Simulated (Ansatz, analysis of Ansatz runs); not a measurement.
# V_In under the (100) surface of InS: energy against depth

Question: does neutral V_In prefer the (100) surface of InS or the inside, and by how much? The same defect is put at one site in each of several layers from the top towards the middle of one slab. Model: a cell of 48 host atoms with 1 In taken out.

Method: plane-wave PAW DFT, PBEsol; a slab with vacuum, neutral defects, in Ansatz 0.2.0.

## 1. The starting structure

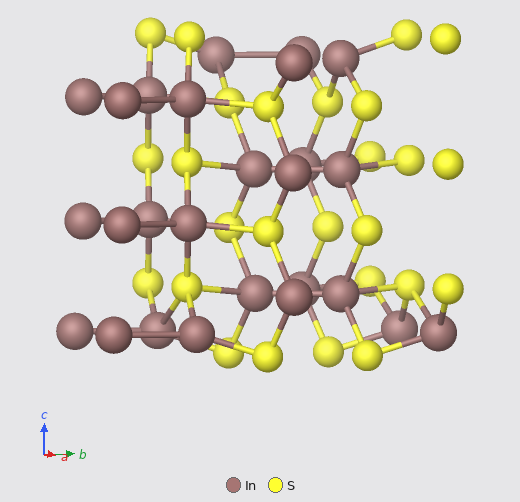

The cell as given, from the side, with the c axis up (indium brown, sulfur yellow). Bonds to atoms that aren't drawn are left out. Some periodic images of atoms are drawn too.

The cell holds 47 atoms: 23 In and 24 S. Its edges and angles: a = 9.414 Å, b = 10.651 Å, c = 23.000 Å, α = 90.0°, β = 90.0°, γ = 90.0°. It derives from InS (space group Pnnm), repeated 2×1×1. Vacuum lies along c. Nearest the centre at fractional (0.491, 0.871, 0.688): S47 at 2.38 Å, S21 at 2.60 Å, In34 at 2.77 Å, S45 at 2.96 Å, In33 at 3.48 Å, In8 at 3.55 Å, S43 at 3.98 Å, S44 at 4.08 Å.

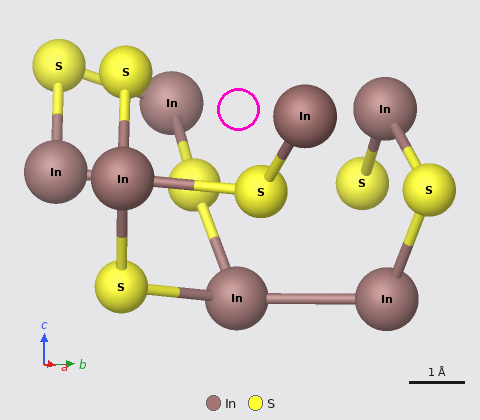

The atoms within 5 Å of the centre. A ring marks the centre wherever it is empty.

As a file:

```xyz
47
Lattice="9.4139 0.0000 0.0000 0.0000 10.6511 0.0000 0.0000 0.0000 23.0000" Properties=species:S:1:pos:R:3
In    2.4486    3.9523    7.1668
In    2.2680    6.7157    7.1671
In    0.6275    1.2445    8.3722
In    4.0848    9.4257    8.3731
In    2.9985    4.0713   10.6704
In    1.7158    6.5972   10.6700
In    0.6442    1.2713   12.3094
In    4.0695    9.3976   12.3093
In    2.9811    4.0984   14.6076
In    1.7339    6.5694   14.6070
In    0.0927    1.3905   15.8128
S     2.1206    1.7094    6.4495
S     2.5937    8.9590    6.4492
S     4.5883    3.6894    8.6129
S     0.1274    6.9789    8.6123
S     2.2448    1.6585   10.4170
S     2.4684    9.0105   10.4172
S     4.5985    3.6842   12.5637
S     0.1156    6.9835   12.5632
S     2.2328    1.6527   14.3675
S     2.4798    9.0155   14.3668
S     4.4708    3.6323   16.5328
S     0.2421    7.0354   16.5309
In    7.1545    3.9531    7.1674
In    6.9731    6.7164    7.1664
In    5.3365    1.2434    8.3735
In    8.7936    9.4247    8.3726
In    7.7064    4.0722   10.6698
In    6.4220    6.5973   10.6697
In    5.3531    1.2717   12.3106
In    8.7756    9.3962   12.3106
In    7.6898    4.1004   14.6071
In    6.4377    6.5690   14.6071
In    4.8003    1.3901   15.8145
In    9.3282    9.2781   15.8127
S     6.8291    1.7094    6.4506
S     7.3012    8.9592    6.4493
S     9.2950    3.6905    8.6126
S     4.8330    6.9795    8.6121
S     6.9532    1.6589   10.4179
S     7.1760    9.0100   10.4171
S     9.3061    3.6848   12.5631
S     4.8218    6.9844   12.5626
S     6.9409    1.6544   14.3692
S     7.1867    9.0148   14.3686
S     9.1807    3.6335   16.5313
S     4.9443    7.0339   16.5294
```

The cell's shortest repeat is 9.4 Å.

## 2. The clean slab

The slab is cut stoichiometric, symmetric and without a dipole, at the in-plane lattice of the database's bulk structure, and all its atoms relax. Miller indices refer to pymatgen's conventional standard cell, whose axes can be ordered otherwise than in the space-group symbol.

slab/input.yaml

```yaml
crystal:
  lattice:
    - [4.706971, 0.0, 0.0]
    - [0.0, 10.651148, 0.0]
    - [0.0, 0.0, 23.0]
  atoms:
    - { symbol: In, position: [0.6257491, 0.3806566, 0.285058] }
    - { symbol: In, position: [0.3742509, 0.6193434, 0.285058] }
    - { symbol: In, position: [0.1257491, 0.1193434, 0.3710348] }
    - { symbol: In, position: [0.8742509, 0.8806566, 0.3710348] }
    - { symbol: In, position: [0.6257491, 0.3806566, 0.4570116] }
    - { symbol: In, position: [0.3742509, 0.6193434, 0.4570116] }
    - { symbol: In, position: [0.1257491, 0.1193434, 0.5429884] }
    - { symbol: In, position: [0.8742509, 0.8806566, 0.5429884] }
    - { symbol: In, position: [0.6257491, 0.3806566, 0.6289652] }
    - { symbol: In, position: [0.3742509, 0.6193434, 0.6289652] }
    - { symbol: In, position: [0.1257491, 0.1193434, 0.714942] }
    - { symbol: In, position: [0.8742509, 0.8806566, 0.714942] }
    - { symbol: S, position: [0.4612906, 0.1549786, 0.285058] }
    - { symbol: S, position: [0.5387094, 0.8450214, 0.285058] }
    - { symbol: S, position: [0.9612906, 0.3450214, 0.3710348] }
    - { symbol: S, position: [0.0387094, 0.6549786, 0.3710348] }
    - { symbol: S, position: [0.4612906, 0.1549786, 0.4570116] }
    - { symbol: S, position: [0.5387094, 0.8450214, 0.4570116] }
    - { symbol: S, position: [0.9612906, 0.3450214, 0.5429884] }
    - { symbol: S, position: [0.0387094, 0.6549786, 0.5429884] }
    - { symbol: S, position: [0.4612906, 0.1549786, 0.6289652] }
    - { symbol: S, position: [0.5387094, 0.8450214, 0.6289652] }
    - { symbol: S, position: [0.9612906, 0.3450214, 0.714942] }
    - { symbol: S, position: [0.0387094, 0.6549786, 0.714942] }
basis:
  ecutwfc: 420
  xc_grid: 2
hamiltonian:
  xc: pbesol
  pseudopotentials: { kind: paw, azcp: { folder: soft_1 }, xc_functional: pbe }
kpoints:
  mp_grid: { grid: [2, 1, 1] }
scf:
  occupations: { method: fermi_dirac, width: 0.01 }
  max_iter: 80
relax:
  f_tol: 0.01
  max_steps: 100
  random_displacement: { amplitude: 0.03, seed: 2520 }
output:
  forces: true
  eigenvalues: true
```

Run with:

```console
$ ansatz run input.yaml --threads 32 --pin off --max-ram 84787MiB --backend cuda --events-out ev --progress --plain --runs-dir out --max-vram 78GiB
```

Numbers of over 12 decimals in the logs are rounded to 6 here.

Log:

```text
[...]
Engine: ansatz 0.2.0, aarch64-unknown-linux-gnu
[...]
Pseudopotential: In, paw, valence charge 13, recommended cutoff 420 eV (normal), soft_1/In.paw.azcp
Pseudopotential: S, paw, valence charge 6, recommended cutoff 420 eV (normal), soft_1/S.paw.azcp
Functional definition: PBEsol
[...]
Crystal: 24 atoms, lattice volume = 1153.097 Å³
Basis set: ecut = 420 eV, 22513 PW (Γ), exchange–correlation on 64×144×320 points (8 copies of the dense FFT grid, shifted against one another)
Bands: 138, of which v1, the nominal top of the filled ones, is band 114 counted from 1 (113 counted from 0)
[...]
k-points: 2
[...]
Functional: x = pbesol(κ = 0.804, μ = 0.123457), c = pbesol(β = 0.046)
[...]
preconditioner: auto → Resta (q_TF=auto, 2.082 Å⁻¹)  ε∞=2.6  [insulator: Δε(μ)=1.286 eV  Ē_g=12.992 eV  σ=0.010 eV  W_gap=1.00  n_scr=182 (ndim 8)  ℏωp=16.5 eV  f_vac=0.442  D(μ)=0.00/eV (n_scr^D=0)   [...]
SCF iter   2: F=—  HF=-76933.572448 eV  |F-HF|=—  |Δ(HF+E_count)|=   3.74e-2  Δρ=2.00e-3  dr2=4.30e-2  ethr=7.89e-5  ⟨swp⟩=3.0  Hψ=484  notcnv=0  defer=38
[...]
SCF iter   6: F=-76933.564848 eV  HF=-76933.564850 eV  |F-HF|=1.86e-6  |Δ(HF+E_count)|=   5.08e-7  Δρ=3.50e-5  dr2=2.15e-5  ethr=4.39e-8  ⟨swp⟩=13.0  Hψ=1620  notcnv=0
SCF 2 converged in 6 iterations: F = -76933.564848 eV  dr2 = 2.15e-5
[...]
SCF 7 converged in 6 iterations: F = -76934.682184 eV  dr2 = 2.64e-8
relax step   7: F+E_penalty+E_count = -76934.68218438 eV  Δ(F+E_penalty+E_count) = -4.305e-4 eV  max|allowed force component| = 6.249e-3 eV/Å  Δτ_max = 0.0058 Å  (6 SCF iters, accepted)
SCF converged after 6 iterations
[...]
--- Relaxed structure (7 steps of the walk, 7 accepted, 0 SCFs on fresh bases) ---
[...]
```

Run time: 5.6 s. Hardware: 1 × NVIDIA GB200 with 32 threads of Arm Neoverse V2, shared host; peak memory 1.3 GiB.

Step by step:

```csv
step,energy less that of the first step (eV),largest force component (eV/Å)
1,0.0000,1.7056
2,-1.1259,0.6464
3,-1.7643,0.4078
4,-2.1067,0.2234
5,-2.2367,0.0567
6,-2.2428,0.0123
7,-2.2432,0.0062
```

The atoms that moved most (Å, from the sites as typed, ahead of the random displacement, the mean shift of all atoms taken out):

```csv
atom,dx,dy,dz,length
In2,0.466,0.155,0.568,0.751
In11,-0.466,0.155,-0.568,0.751
In1,-0.466,-0.155,0.568,0.751
In12,0.466,-0.155,-0.568,0.751
In7,0.008,0.031,-0.125,0.129
In8,-0.008,-0.031,-0.125,0.129
In5,0.008,-0.031,0.125,0.129
In6,-0.008,0.031,0.125,0.129
```

Final coordinates:

```xyz
24
Lattice="4.7070 0.0000 0.0000 0.0000 10.6511 0.0000 0.0000 0.0000 23.0000" Properties=species:S:1:pos:R:3
In    2.4831    3.9081    7.1149
In    2.2312    6.7608    7.1148
In    0.6153    1.2580    8.4068
In    4.0989    9.4108    8.4070
In    2.9572    4.0325   10.6264
In    1.7568    6.6362   10.6263
In    0.6037    1.3106   12.3538
In    4.1103    9.3580   12.3539
In    2.9686    4.0851   14.5735
In    1.7453    6.5834   14.5734
In    0.1294    1.4350   15.8654
In    4.5846    9.2335   15.8655
S     2.2085    1.5838    6.5188
S     2.5059    9.0851    6.5188
S     4.6237    3.7285    8.5864
S     0.0905    6.9403    8.5862
S     2.2557    1.5906   10.4579
S     2.4583    9.0781   10.4579
S     4.6091    3.7525   12.5225
S     0.1049    6.9161   12.5224
S     2.2701    1.6145   14.3940
S     2.4439    9.0539   14.3941
S     4.5617    3.7592   16.4616
S     0.1523    6.9092   16.4615
```

With the common shift taken out, atoms move by up to 0.75 Å from the bulk-cut sites, and by up to 0.57 Å along the normal.

On a dense mesh the slab's energy differs by 59 meV an atom, so the supercells take one more k-point along each vector.

## 3. Does the supercell reconstruct?

The clean supercell is relaxed from displaced atoms, since a reconstruction that only the larger cell allows would otherwise be counted to the defect.

pristine.relax/input.yaml

```yaml
crystal:
  lattice:
    - [9.413942, 0.0, 0.0]
    - [0.0, 10.651148, 0.0]
    - [0.0, 0.0, 23.0]
  atoms:
    - { symbol: In, position: [0.26376583, 0.36691351, 0.30934535] }
    - { symbol: In, position: [0.23701541, 0.63474475, 0.30933962] }
    - { symbol: In, position: [0.06536024, 0.1181068, 0.36551433] }
    - { symbol: In, position: [0.43540497, 0.88355205, 0.36552111] }
[... 38 atom lines left out ...]
    - { symbol: S, position: [0.98960554, 0.35231264, 0.5444579] }
    - { symbol: S, position: [0.51114618, 0.64932549, 0.5444542] }
    - { symbol: S, position: [0.74114039, 0.15158129, 0.62582586] }
    - { symbol: S, position: [0.7596058, 0.85004356, 0.62582837] }
    - { symbol: S, position: [0.98456826, 0.35293648, 0.71572069] }
    - { symbol: S, position: [0.5161765, 0.64868007, 0.71571931] }
basis:
  ecutwfc: 420
  xc_grid: 2
hamiltonian:
  xc: pbesol
  pseudopotentials: { kind: paw, azcp: { folder: soft_1 }, xc_functional: pbe }
kpoints:
  mp_grid: { grid: [2, 2, 1] }
scf:
  occupations: { method: fermi_dirac, width: 0.01 }
  max_iter: 80
output:
  forces: true
relax:
  f_tol: 0.015
  max_steps: 80
  random_displacement: { amplitude: 0.05, seed: 2529 }
```

Log:

```text
[...]
Crystal: 48 atoms, lattice volume = 2306.194 Å³
Basis set: ecut = 420 eV, 45061 PW (Γ), exchange–correlation on 128×144×320 points (8 copies of the dense FFT grid, shifted against one another)
Bands: 276, of which v1, the nominal top of the filled ones, is band 228 counted from 1 (227 counted from 0)
[...]
k-points: 4
[...]
SCF iter   2: F=—  HF=-153866.362992 eV  |F-HF|=—  |Δ(HF+E_count)|=   1.87e-1  Δρ=2.66e-3  dr2=1.23e-1  ethr=1.78e-4  ⟨swp⟩=3.0  Hψ=1330  notcnv=0  defer=166
[...]
SCF iter   7: F=-153866.339867 eV  HF=-153866.339870 eV  |F-HF|=3.09e-6  |Δ(HF+E_count)|=   9.74e-6  Δρ=1.63e-5  dr2=1.09e-5  ethr=9.85e-9  ⟨swp⟩=4.0  Hψ=3840  notcnv=0
SCF 2 converged in 7 iterations: F = -153866.339867 eV  dr2 = 1.09e-5
[...]
SCF 6 converged in 7 iterations: F = -153866.803784 eV  dr2 = 5.14e-8
[...]
relax step   6: F+E_penalty+E_count = -153866.80378376 eV  Δ(F+E_penalty+E_count) = -5.527e-4 eV  max|allowed force component| = 4.692e-3 eV/Å  Δτ_max = 0.0146 Å  (7 SCF iters, accepted)
SCF converged after 7 iterations
[...]
--- Relaxed structure (6 steps of the walk, 6 accepted, 0 SCFs on fresh bases) ---
[...]
```

Elapsed: 7.6 s, on 1 × NVIDIA GB200 with 32 threads; peak memory 1.4 GiB; 22 s of CPU time.

Atoms end at most 0.17 Å from the small cell's positions, with the small cell's period kept: the change of k-points moves them, and the defects are built on these positions.

## 4. The defect, layer by layer

Each layer's defect is relaxed from random displacements, at more than one total moment, because the electrons or holes left behind may pair or not. Layer 1 is shown in full.

layer1_M1.relax/input.yaml

```yaml
crystal:
  lattice:
    - [9.413942, 0.0, 0.0]
    - [0.0, 10.651148, 0.0]
    - [0.0, 0.0, 23.0]
  atoms:
    - { symbol: In, position: [0.26009837, 0.37106366, 0.3116005] }
    - { symbol: In, position: [0.24091586, 0.6305165, 0.31161505] }
    - { symbol: In, position: [0.06665799, 0.1168425, 0.36401038] }
    - { symbol: In, position: [0.43390657, 0.88494756, 0.36404676] }
    - { symbol: In, position: [0.31851729, 0.38223699, 0.46393225] }
    - { symbol: In, position: [0.18226125, 0.61939019, 0.46391507] }
    - { symbol: In, position: [0.0684298, 0.11935523, 0.53519138] }
    - { symbol: In, position: [0.43228493, 0.88230755, 0.53518783] }
    - { symbol: In, position: [0.31667146, 0.3847869, 0.63511328] }
    - { symbol: In, position: [0.18418801, 0.61677908, 0.63508877] }
    - { symbol: In, position: [0.00984917, 0.1305466, 0.68751093] }
    - { symbol: S, position: [0.22525779, 0.16048635, 0.28041413] }
    - { symbol: S, position: [0.2755176, 0.84113146, 0.28039902] }
    - { symbol: S, position: [0.48739705, 0.34638737, 0.3744753] }
    - { symbol: S, position: [0.01353646, 0.65522397, 0.37444667] }
    - { symbol: S, position: [0.23844994, 0.15571218, 0.45291286] }
    - { symbol: S, position: [0.26221169, 0.84596421, 0.45292319] }
    - { symbol: S, position: [0.4884781, 0.34589815, 0.54624794] }
    - { symbol: S, position: [0.01228328, 0.6556615, 0.54622824] }
    - { symbol: S, position: [0.23718225, 0.15516307, 0.6246744] }
    - { symbol: S, position: [0.26341979, 0.84643814, 0.62464377] }
    - { symbol: S, position: [0.47491269, 0.34102481, 0.71881916] }
    - { symbol: S, position: [0.02571381, 0.66053116, 0.71873526] }
    - { symbol: In, position: [0.75999239, 0.37113873, 0.31162684] }
    - { symbol: In, position: [0.74071994, 0.63058032, 0.31158173] }
    - { symbol: In, position: [0.56687538, 0.11673698, 0.36406687] }
    - { symbol: In, position: [0.93410609, 0.8848559, 0.36402435] }
    - { symbol: In, position: [0.81861426, 0.38232478, 0.46390351] }
    - { symbol: In, position: [0.68218034, 0.61939784, 0.46390031] }
    - { symbol: In, position: [0.56863805, 0.11939235, 0.53524509] }
    - { symbol: In, position: [0.93219095, 0.88217465, 0.5352419] }
    - { symbol: In, position: [0.81685274, 0.38497471, 0.63509109] }
    - { symbol: In, position: [0.68385072, 0.61674193, 0.63508946] }
    - { symbol: In, position: [0.50991029, 0.13050719, 0.68758649] }
    - { symbol: In, position: [0.9908872, 0.87108989, 0.68750781] }
    - { symbol: S, position: [0.72542768, 0.16048775, 0.28046167] }
    - { symbol: S, position: [0.77557584, 0.84115264, 0.28040332] }
    - { symbol: S, position: [0.98736459, 0.34649035, 0.37446153] }
    - { symbol: S, position: [0.51339132, 0.65528582, 0.37443887] }
    - { symbol: S, position: [0.73861123, 0.15575261, 0.45295066] }
    - { symbol: S, position: [0.76227154, 0.84592203, 0.45291711] }
    - { symbol: S, position: [0.98853985, 0.34595686, 0.54622201] }
    - { symbol: S, position: [0.51220179, 0.65573908, 0.54619929] }
    - { symbol: S, position: [0.73730238, 0.15532207, 0.62474882] }
    - { symbol: S, position: [0.76341094, 0.84636967, 0.62472287] }
    - { symbol: S, position: [0.97522618, 0.34113505, 0.71875077] }
    - { symbol: S, position: [0.52521461, 0.66039302, 0.71867145] }
basis:
  ecutwfc: 420
  xc_grid: 2
hamiltonian:
  xc: pbesol
  pseudopotentials: { kind: paw, azcp: { folder: soft_1 }, xc_functional: pbe }
kpoints:
  mp_grid: { grid: [2, 2, 1] }
magnetization:
  spin_polarized: true
  initial_magnetization: 1
  spin_locking: { lock_magnetization: hard }
scf:
  occupations: { method: fermi_dirac, width: 0.01 }
  max_iter: 80
output:
  forces: true
relax:
  f_tol: 0.03
  max_steps: 90
  random_displacement: { amplitude: 0.05, seed: 2521 }
```

Log:

```text
[...]
Crystal: 47 atoms, lattice volume = 2306.194 Å³
Basis set: ecut = 420 eV, 45061 PW (Γ), exchange–correlation on 128×144×320 points (8 copies of the dense FFT grid, shifted against one another)
Bands: 269, of which v1, the nominal top of the filled ones, is band 222 counted from 1 (221 counted from 0)
[...]
k-points: 4
[...]
spin=Collinear: Resta preconditioning applied to the charge; magnetization (m = ρ↑ − ρ↓) channel mixes plain (no charge-response kernel on spin).
[...]
SCF 7 converged in 8 iterations: F = -148339.239060 eV  dr2 = 5.59e-7
[...]
relax step   8: F+E_penalty+E_count = -148339.51357411 eV  Δ(F+E_penalty+E_count) = -1.649e-1 eV  max|allowed force component| = 7.117e-1 eV/Å  Δτ_max = 0.0945 Å  (11 SCF iters, accepted)
[...]
relax step  11: F+E_penalty+E_count = -148339.61950093 eV  Δ(F+E_penalty+E_count) = -3.597e-2 eV  max|allowed force component| = 1.607e-1 eV/Å  Δτ_max = 0.2000 Å  (7 SCF iters, dr2 threshold 1.00e-4 e [...]
[...]
relax step  17: F+E_penalty+E_count = -148339.88688684 eV  Δ(F+E_penalty+E_count) = -2.637e-2 eV  max|allowed force component| = 6.922e-2 eV/Å  Δτ_max = 0.0635 Å  (7 SCF iters, dr2 threshold 2.02e-5 e [...]
[...]
SCF 19 converged in 8 iterations: F = -148339.892330 eV  dr2 = 5.57e-8
[...]
--- Relaxed structure (19 steps of the walk, 18 accepted, 0 SCFs on fresh bases) ---
[...]
```

It took 33 s on 1 × NVIDIA GB200 with 32 threads; peak memory 1.7 GiB.

Relaxation path:

```csv
step,energy less that of the first step (eV),largest force component (eV/Å)
1,0.0000,1.0438
2,-0.8508,0.5181
3,-1.1010,0.4601
4,-1.3991,0.9771
5,-1.7496,1.4496
6,-1.9817,1.2936
7,-1.8722,3.5990
8,-2.1467,0.7117
9,-2.2039,0.5103
10,-2.2166,0.7231
11,-2.2526,0.1607
12,-2.2804,0.3747
13,-2.3297,0.5090
14,-2.4119,0.3922
15,-2.4798,0.2985
16,-2.4936,0.2060
17,-2.5200,0.0692
18,-2.5210,0.0464
19,-2.5254,0.0230
```

Relaxation step 7 was tried and not accepted.

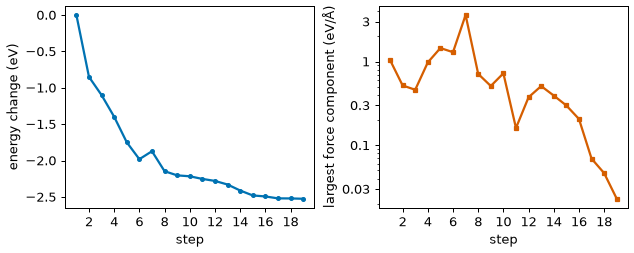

Energy and largest force along the relaxation.

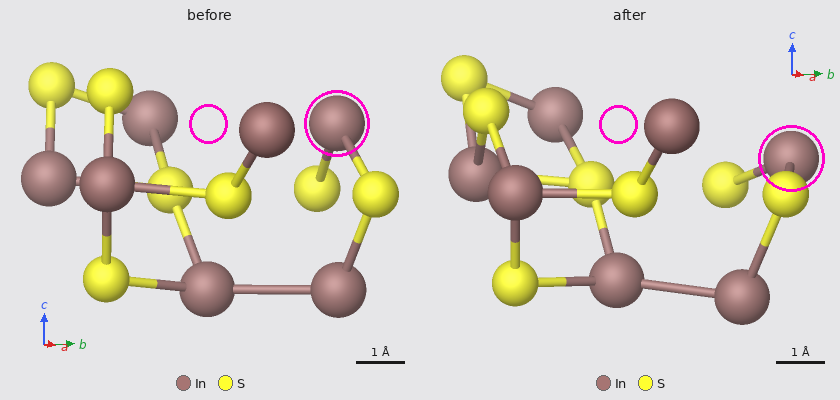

Before and after: the atoms that start within 5 Å of the centre. In34, which moves most, is ringed if it is among them. A ring with no atom in it marks the empty centre.

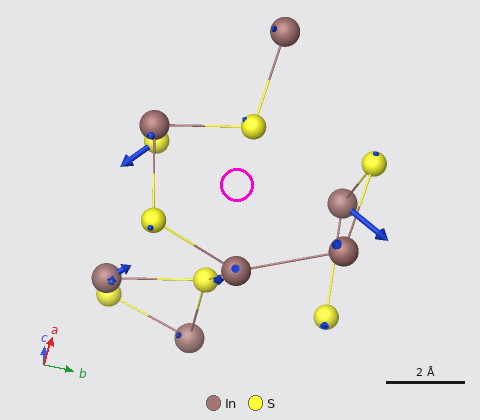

Displacements in the relaxation from the typed sites near the centre, scaled, the mean shift taken out; the longest in the cell stands for 1.30 Å. A ring marks the centre wherever it is empty.

The atoms that moved most (Å, from the sites as typed, ahead of the random displacement, the mean shift of all atoms taken out):

```
atom      dx      dy      dz  length
In34  -0.192   1.033  -0.758   1.296
 In9  -1.147   0.061   0.418   1.222
 S22  -0.378   0.827   0.097   0.914
 S47  -0.530  -0.605  -0.422   0.908
In10   0.246   0.304   0.096   0.403
In30   0.191  -0.180  -0.154   0.304
 S18   0.200  -0.188   0.067   0.283
 S21  -0.001   0.248   0.116   0.274
```

The atoms nearest to the centre after the run:

| atom | distance (Å) |
| --- | --- |
| S21 | 2.519 |
| S47 | 2.872 |
| S45 | 2.977 |
| In8 | 3.382 |
| In33 | 3.532 |
| In10 | 3.738 |
| In34 | 3.871 |
| S43 | 4.072 |
| S44 | 4.129 |

Among the atoms that came to bonding distance: S22–S47 2.06 Å (from 3.43).

All relaxations:

```csv
layer,depth (Å),moment (μB),outcome,structures computed,largest displacement from the input (Å),time
1,0.72,1,converged,19,1.30,33 s
1,0.72,3,converged,16,0.86,26 s
2,1.93,1,converged,37,1.12,61 s
2,1.93,3,converged,14,1.45,24 s
3,4.22,1,converged,16,0.92,26 s
3,4.22,3,converged,13,0.74,22 s
```

The relaxation ends 54 meV an atom lower than the displaced start, with a largest force component of 0.023 eV/Å.

(Continued in part 2 of 2.)

[Logs are printed without paths, hosts, clocks, repeated set-up lines and the standing remarks that a program may print on its own settings, such as how far it seeks lower states.]

[Hosts, paths, dates, database ids (printed as entryN), source tags and the programs' standing remarks are cut or masked in the printed files.]

[Maps of the electrostatic potential energy from Ansatz leave out the sawtooth potential of an applied field or a dipole correction, so their vacuum need not be flat.]
